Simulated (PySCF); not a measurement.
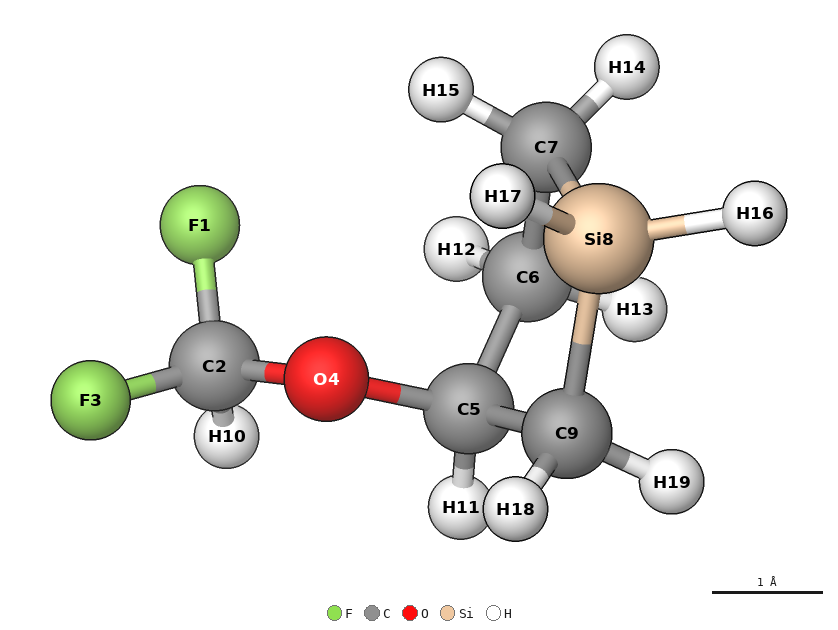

Atoms carry their numbers in the input. The computed structure is the end point of a PBE0-D3(BJ)/def2-SVP optimisation. No frequency run is at hand to confirm it as a minimum.

Question: How are the neighbours of atom 9 arranged?

Answer: C9 has 4 neighbours (C5 at 1.52, Si8 at 1.91, H18 at 1.10, H19 at 1.10 Å); the arrangement is tetrahedral.

Question: What is the geometry at C6?

Answer: C6 has 4 neighbours (C5 at 1.53, C7 at 1.54, H12 at 1.10, H13 at 1.10 Å); the arrangement is tetrahedral.

Question: What is the geometry at O4?

Answer: O4 has 2 neighbours (C2 at 1.35, C5 at 1.43 Å); the arrangement is bent.

Question: What is the geometry at C2?

Answer: C2 has 4 neighbours (F1 at 1.36, F3 at 1.33, O4 at 1.35, H10 at 1.11 Å); the arrangement is tetrahedral.

Question: What is the dihedral angle O4–C5–C6–C7?

Answer: 63° in size, that is gauche.
